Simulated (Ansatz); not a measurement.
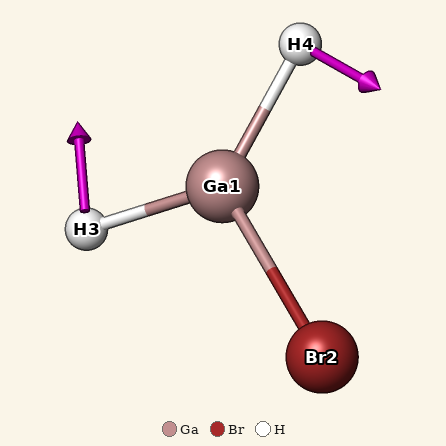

The arrows show one normal mode. Harmonic vibrations computed with RKS PBE0-D4/def2-TZVP (Ansatz 0.2.0) at a stationary point of the same level.

What kind of motion is it?

Answer. Mostly Br–Ga–H bending.

At what wavenumber does it lie?

Answer. 481 cm⁻¹; it is mode 2 of 6 counted from the lowest.
